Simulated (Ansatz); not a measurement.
Run report: Si5H10OF4, geometry relaxation (part 2 of 2)

Continued. System: Si5H10OF4. Method: RKS PBE0-D4/def2-TZVP (Ansatz 0.2.0). The geometry is a transition state displaced along its imaginary mode. The reaction was set up to form Si1–O7 and F2–H6 and to break Si1–F2 and H6–O7 (atoms counted from 1 in the order of the input); sticks are drawn by distance alone.

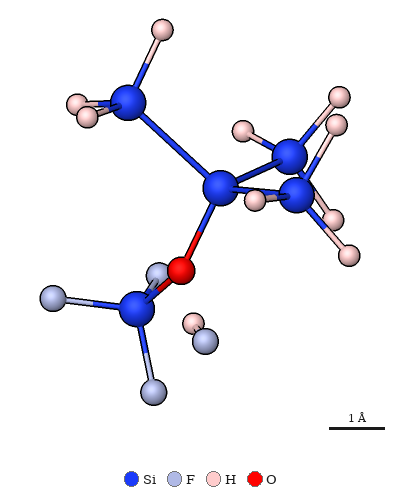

**Figure 1.** The geometry at step 26 of the log (ball-and-stick view, seen at a tilt).

```
mean field -52451.75397705 eV, -1927.5664055807 hartree, gradient 7.8e-6 eV, S^2 0.000000; 1 other end points of the search recorded, 0 dependent functions left out
the calculation of the forces begins
reference -52451.75402504 eV, -1927.5664073442 hartree; 62, 62 occupied and 338, 338 virtual orbitals, 2555 factors
Total energy: -52452.35948959 eV, -1927.5886577561 hartree
Atom 0 at    -1.564841     1.459715    -1.594987 Å, force    -0.000299     0.000332    -0.000672 eV/Å
Atom 1 at    -0.679824     2.638352     1.878394 Å, force    -0.000097    -0.000315    -0.000490 eV/Å
Atom 2 at    -0.626116     1.548956    -2.848919 Å, force    -0.000087     0.000049     0.000728 eV/Å
Atom 3 at    -2.676784     0.396226    -1.901883 Å, force     0.000318     0.000050     0.000149 eV/Å
Atom 4 at    -2.240331     2.851379    -1.362967 Å, force     0.000189    -0.000408     0.000041 eV/Å
Atom 5 at    -0.790881     2.204141     1.058906 Å, force     0.000242     0.000218     0.000338 eV/Å
Atom 6 at    -0.733671     1.060410    -0.280798 Å, force    -0.000659     0.000193    -0.000043 eV/Å
Atom 7 at     0.239276    -0.270525     0.179364 Å, force     0.000719     0.000075    -0.000541 eV/Å
Atom 8 at    -1.034234    -2.233451     0.008378 Å, force    -0.000162     0.000095    -0.000314 eV/Å
Atom 9 at     0.977270     0.007855     2.385686 Å, force    -0.000399     0.000233     0.000215 eV/Å
Atom 10 at     2.079687    -0.393687    -1.269928 Å, force     0.000284    -0.000408     0.000249 eV/Å
Atom 11 at    -0.180700    -3.352344     0.490416 Å, force     0.000124     0.000050     0.000083 eV/Å
Atom 12 at    -2.255118    -2.141382     0.851135 Å, force    -0.000038    -0.000114     0.000060 eV/Å
Atom 13 at    -1.424965    -2.488650    -1.403060 Å, force    -0.000094     0.000007     0.000048 eV/Å
Atom 14 at     1.860962     1.189760     2.528674 Å, force     0.000193    -0.000077     0.000024 eV/Å
Atom 15 at    -0.154918     0.058261     3.341930 Å, force     0.000067     0.000121     0.000224 eV/Å
Atom 16 at     1.771945    -1.228479     2.635244 Å, force     0.000093    -0.000133    -0.000074 eV/Å
Atom 17 at     2.838596     0.884414    -1.258412 Å, force    -0.000345    -0.000059     0.000086 eV/Å
Atom 18 at     1.642093    -0.697058    -2.657784 Å, force    -0.000084    -0.000052     0.000014 eV/Å
Atom 19 at     2.952655    -1.493794    -0.779390 Å, force     0.000036     0.000144    -0.000126 eV/Å
Dipole moment:     0.202065    -0.476133    -0.165619 e Å
```

## Trajectory as extended XYZ (Å, eV, eV/Å), 5 of the 51 frames kept, from step=1 to step=51
```
20
Properties=species:S:1:pos:R:3:forces:R:3 step=1 energy=-52450.60073
Si   -1.5382    1.6227   -1.1925   -0.1538  -0.3749  -0.2649
F    -1.0171    3.1391    0.1788   -7.4132  13.1823  -4.0059
F    -0.9604    2.6121   -2.2885   -0.0860  -0.2887   0.5494
F    -1.7131    0.2810   -1.9964   -0.2625  -0.5190  -0.5531
F    -3.0298    1.9944   -0.7970    0.7029  -0.1286   0.0109
H    -0.6272    2.4912    0.4060    7.5395 -11.0141   5.0926
O    -0.5038    1.0580   -0.0137   -0.4590  -0.3440  -0.7889
Si    0.3357   -0.3639    0.2787    0.0868  -0.2941  -0.0360
Si   -1.1566   -2.1434   -0.0146    0.0447  -0.0577   0.0132
Si    1.1016   -0.2872    2.4943   -0.0175   0.0132  -0.0323
Si    2.1347   -0.4721   -1.2167   -0.0100  -0.0104   0.0138
H    -0.6877   -3.2681    0.8359   -0.0204  -0.0763   0.0136
H    -2.5041   -1.7083    0.4462    0.0281  -0.0150  -0.0153
H    -1.2132   -2.5837   -1.4307   -0.0194  -0.0254   0.0127
H     1.9139    0.9391    2.7259   -0.0102  -0.0125   0.0003
H    -0.0372   -0.3013    3.4517    0.0098   0.0005  -0.0003
H     1.9516   -1.4870    2.7230   -0.0103   0.0114  -0.0041
H     3.0792    0.6562   -0.9892   -0.0081  -0.0202  -0.0073
H     1.6316   -0.4195   -2.6162    0.0184  -0.0018   0.0225
H     2.8405   -1.7591   -0.9849    0.0402  -0.0247  -0.0209
20
Properties=species:S:1:pos:R:3:forces:R:3 step=13 energy=-52452.31081
Si   -1.6851    1.4127   -1.4078   -0.0085  -0.0115  -0.0019
F    -0.1965    3.3628    1.1040    0.0020  -0.1516  -0.0187
F    -1.0729    2.4605   -2.3958    0.0000  -0.0031  -0.0028
F    -2.0562    0.1191   -2.2208   -0.0055   0.0094   0.0037
F    -2.9924    2.0092   -0.7901    0.0073  -0.0005  -0.0052
H    -0.3056    2.5223    0.7112    0.0128   0.1229   0.0162
O    -0.6356    1.0449   -0.2473   -0.0381   0.0571  -0.0103
Si    0.2636   -0.3354    0.1889    0.0262  -0.0158   0.0020
Si   -1.0773   -2.2502   -0.0347    0.0099  -0.0109   0.0186
Si    0.9251   -0.0889    2.4230    0.0002   0.0023  -0.0001
Si    2.1217   -0.4822   -1.2313    0.0037   0.0055   0.0150
H    -0.4822   -3.2989    0.8367   -0.0060  -0.0098  -0.0006
H    -2.4551   -1.9414    0.4331    0.0007  -0.0039   0.0016
H    -1.1229   -2.7449   -1.4340    0.0035   0.0082  -0.0012
H     1.6446    1.1946    2.6244   -0.0044  -0.0055  -0.0066
H    -0.2488   -0.1617    3.3312   -0.0028   0.0062   0.0013
H     1.8395   -1.2280    2.7075   -0.0074   0.0020  -0.0031
H     3.0822    0.6231   -0.9781    0.0051   0.0001  -0.0055
H     1.6682   -0.4296   -2.6471   -0.0031  -0.0010   0.0012
H     2.7857   -1.7879   -0.9730    0.0042  -0.0002  -0.0034
20
Properties=species:S:1:pos:R:3:forces:R:3 step=26 energy=-52452.34363
Si   -1.6820    1.4074   -1.5222    0.0081   0.0218   0.0180
F    -0.2124    2.8713    1.6241   -0.0017   0.0048   0.0049
F    -0.9051    2.1361   -2.6754   -0.0665  -0.0642   0.0789
F    -2.3177    0.0938   -2.1075    0.0219   0.0803   0.0149
F    -2.8271    2.3519   -1.0179    0.1001  -0.0712  -0.0520
H    -0.4721    2.3425    0.9002   -0.0051  -0.0250  -0.0155
O    -0.7007    1.0557   -0.2989   -0.0737   0.0700  -0.0572
Si    0.2534   -0.2819    0.1747   -0.0083  -0.0009   0.0043
Si   -1.0266   -2.2430   -0.0119    0.0005  -0.0056  -0.0015
Si    0.9243    0.0006    2.4030    0.0146  -0.0031   0.0044
Si    2.1018   -0.4000   -1.2617    0.0148  -0.0113   0.0017
H    -0.3296   -3.3014    0.7674    0.0015   0.0066  -0.0059
H    -2.3814   -2.0200    0.5602    0.0072   0.0007  -0.0013
H    -1.1501   -2.6802   -1.4266   -0.0029   0.0007   0.0059
H     1.9489    1.0615    2.5490    0.0016   0.0042  -0.0033
H    -0.2380    0.2534    3.2903   -0.0064  -0.0056  -0.0095
H     1.5304   -1.3142    2.7544    0.0071  -0.0076   0.0066
H     3.0010    0.7698   -1.0837   -0.0058   0.0026   0.0008
H     1.6381   -0.4541   -2.6747   -0.0063   0.0007   0.0064
H     2.8448   -1.6490   -0.9429   -0.0009   0.0022  -0.0005
20
Properties=species:S:1:pos:R:3:forces:R:3 step=39 energy=-52452.35805
Si   -1.5996    1.4386   -1.5740   -0.0185   0.0124  -0.0197
F    -0.5449    2.7160    1.8121   -0.0032  -0.0054  -0.0059
F    -0.6853    1.6880   -2.8236    0.0045  -0.0032   0.0006
F    -2.5971    0.2808   -1.9322    0.0025   0.0019   0.0049
F    -2.4128    2.7407   -1.2735    0.0024  -0.0009   0.0001
H    -0.7051    2.2493    1.0189    0.0023   0.0052   0.0076
O    -0.7255    1.0620   -0.2817   -0.0001  -0.0022   0.0034
Si    0.2448   -0.2704    0.1783    0.0067  -0.0072   0.0123
Si   -1.0250   -2.2362    0.0020   -0.0038  -0.0008  -0.0022
Si    0.9618    0.0043    2.3925    0.0029   0.0003   0.0014
Si    2.0838   -0.3894   -1.2716    0.0025  -0.0003  -0.0021
H    -0.2147   -3.3330    0.5963    0.0020   0.0001  -0.0008
H    -2.3007   -2.0989    0.7525    0.0007   0.0001   0.0021
H    -1.3183   -2.5602   -1.4186   -0.0008   0.0007  -0.0005
H     1.8883    1.1525    2.5379   -0.0007  -0.0007  -0.0005
H    -0.1855    0.1131    3.3263    0.0009  -0.0021  -0.0009
H     1.7019   -1.2588    2.6737   -0.0003   0.0015  -0.0023
H     2.9104    0.8425   -1.1802   -0.0014  -0.0001  -0.0015
H     1.6260   -0.5755   -2.6741    0.0012  -0.0003   0.0020
H     2.8976   -1.5652   -0.8613    0.0002   0.0010   0.0018
20
Properties=species:S:1:pos:R:3:forces:R:3 step=51 energy=-52452.35944
Si   -1.5648    1.4597   -1.5950   -0.0003   0.0003  -0.0007
F    -0.6798    2.6384    1.8784   -0.0001  -0.0003  -0.0005
F    -0.6261    1.5490   -2.8489   -0.0001   0.0000   0.0007
F    -2.6768    0.3962   -1.9019    0.0003   0.0001   0.0001
F    -2.2403    2.8514   -1.3630    0.0002  -0.0004   0.0000
H    -0.7909    2.2041    1.0589    0.0002   0.0002   0.0003
O    -0.7337    1.0604   -0.2808   -0.0007   0.0002   0.0000
Si    0.2393   -0.2705    0.1794    0.0007   0.0001  -0.0005
Si   -1.0342   -2.2335    0.0084   -0.0002   0.0001  -0.0003
Si    0.9773    0.0079    2.3857   -0.0004   0.0002   0.0002
Si    2.0797   -0.3937   -1.2699    0.0003  -0.0004   0.0002
H    -0.1807   -3.3523    0.4904    0.0001   0.0001   0.0001
H    -2.2551   -2.1414    0.8511    0.0000  -0.0001   0.0001
H    -1.4250   -2.4886   -1.4031   -0.0001   0.0000   0.0000
H     1.8610    1.1898    2.5287    0.0002  -0.0001   0.0000
H    -0.1549    0.0583    3.3419    0.0001   0.0001   0.0002
H     1.7719   -1.2285    2.6352    0.0001  -0.0001  -0.0001
H     2.8386    0.8844   -1.2584   -0.0003  -0.0001   0.0001
H     1.6421   -0.6971   -2.6578   -0.0001  -0.0001   0.0000
H     2.9527   -1.4938   -0.7794    0.0000   0.0001  -0.0001
```

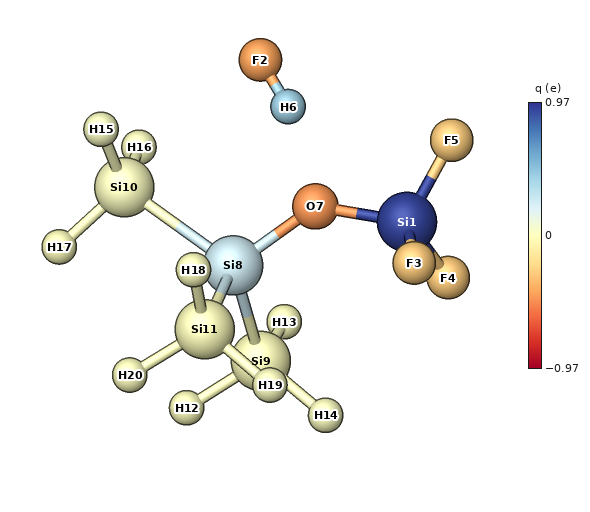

**Figure 2.** Mulliken charges, as the colour of each atom (ball-and-stick view, seen at a tilt; atoms are numbered from 1 in the order of the input; Mulliken charges depend strongly on the basis). By element: Si −0.01 to +0.92, F −0.41 to −0.26, H −0.01 to +0.42 and O −0.45 e.

The run was set up as follows.

## Input file
```yaml
crystal:
  periodic: [false, false, false]
  atoms:
    - {symbol: Si, position_ang: [-1.538194, 1.622720, -1.192528]}
    - {symbol: F, position_ang: [-1.017120, 3.139111, 0.178798]}
    - {symbol: F, position_ang: [-0.960435, 2.612089, -2.288537]}
    - {symbol: F, position_ang: [-1.713139, 0.280989, -1.996385]}
    - {symbol: F, position_ang: [-3.029812, 1.994386, -0.797027]}
    - {symbol: H, position_ang: [-0.627228, 2.491220, 0.406022]}
    - {symbol: O, position_ang: [-0.503819, 1.057968, -0.013725]}
    - {symbol: Si, position_ang: [0.335714, -0.363913, 0.278734]}
    - {symbol: Si, position_ang: [-1.156628, -2.143367, -0.014626]}
    - {symbol: Si, position_ang: [1.101584, -0.287202, 2.494288]}
    - {symbol: Si, position_ang: [2.134700, -0.472136, -1.216735]}
    - {symbol: H, position_ang: [-0.687738, -3.268062, 0.835925]}
    - {symbol: H, position_ang: [-2.504096, -1.708334, 0.446199]}
    - {symbol: H, position_ang: [-1.213216, -2.583744, -1.430680]}
    - {symbol: H, position_ang: [1.913949, 0.939053, 2.725892]}
    - {symbol: H, position_ang: [-0.037247, -0.301274, 3.451666]}
    - {symbol: H, position_ang: [1.951557, -1.486997, 2.723007]}
    - {symbol: H, position_ang: [3.079173, 0.656150, -0.989182]}
    - {symbol: H, position_ang: [1.631588, -0.419509, -2.616164]}
    - {symbol: H, position_ang: [2.840505, -1.759050, -0.984943]}
basis:
  gaussian: {orbitals: def2-TZVP}
hamiltonian: {xc: pbe0, dispersion: d4}
relax: {f_tol: 0.005, max_steps: 200}
```

Command:
```bash
ansatz run in.yaml --threads 4 --pin off --events-out ev --progress --plain --max-ram 66560MiB --backend cuda --devices 0, --max-vram 37GiB
```

## Key numbers

```tsv
quantity	value
outcome	converged
total energy	−52452.3595 eV
mean-field energy	−52451.7540 eV
dispersion energy	−0.6055 eV
SCF solution under orbital rotations	stable
largest force (length of the vector) at the end	0.001 eV/Å
dipole moment	2.61 D
hardware	4 CPU threads, shared host
wall time	97 s (CPU time 3.1 min)
peak memory	1.1 GiB
```
